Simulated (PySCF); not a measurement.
# CH$_{10}$N$_{2}$Si$_{3}$ (SMILES [H]/N=C\[SiH2]N([SiH3])[SiH3]): what the fields show

```csv
atom,x (Å),y (Å),z (Å)
N,2.5899,0.1259,0.3915
C,2.2452,-0.2961,-0.7588
Si,0.4430,-0.4267,-1.3436
N,-0.5788,0.0079,0.0124
Si,-0.9369,-1.1721,1.2654
Si,-1.3103,1.6063,0.0669
H,1.7497,0.3737,0.9354
H,3.0630,-0.5947,-1.4436
H,0.1561,-1.8109,-1.8255
H,0.1928,0.5373,-2.4593
H,-2.3948,-1.4996,1.3079
H,-0.1569,-2.4061,0.9543
H,-0.5339,-0.6549,2.6079
H,-1.7032,1.8791,1.4824
H,-0.3201,2.6255,-0.3910
H,-2.5252,1.7004,-0.7981
```

Geometry: PBE0-D3(BJ)/def2-SVP.

Method: PySCF 2.14.0, PBE0/pcSseg-1, SCF density, gas phase, non-relativistic.

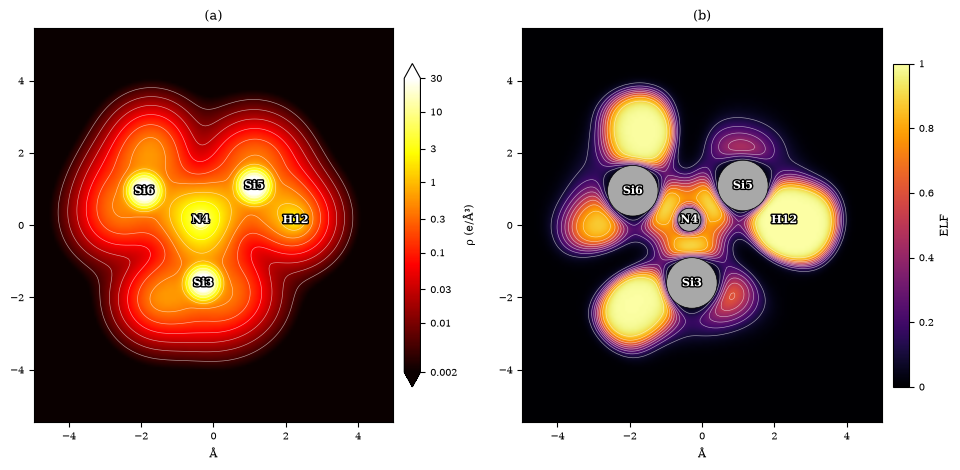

Figure 1. (a) total electron density; (b) electron localisation function on the plane of atoms N4, Si5 and H12. Grey discs cover the atomic cores in the ELF map.

> Interpret the plot.

Atoms in the plane: Si, N and H.
Si–N (1.75 Å): ρ at the midpoint is about 1 e/Å³; the ELF peaks at about 0.90 between the atoms; a polar covalent bond.
Si–H (1.49 Å): ρ at the midpoint is about 0.79 e/Å³; the ELF climbs to about 1 towards the hydrogen, as it does in any bond to H.

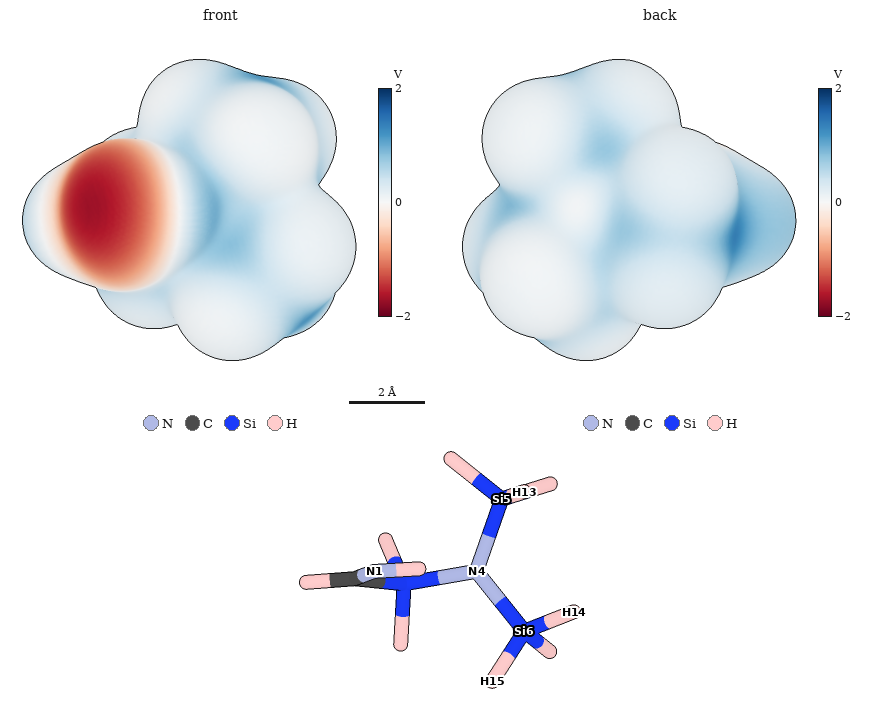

Figure 2. The electrostatic potential painted on the density surface at 0.001 e/bohr³, seen from the front and from behind; red is negative and blue positive. The bare structure is drawn below in the same view.

> Which sites attract a positive test charge, and which a negative one?

A positive charge is drawn to the negative regions and a negative charge to the positive ones. The most negative region (about −1.7 V) lies over N1, the most positive (about +1.2 V) over Si3. N1 is the likeliest acceptor of a hydrogen bond.

> What dipole moment does the calculation give?

Its dipole moment is 1.98 D.
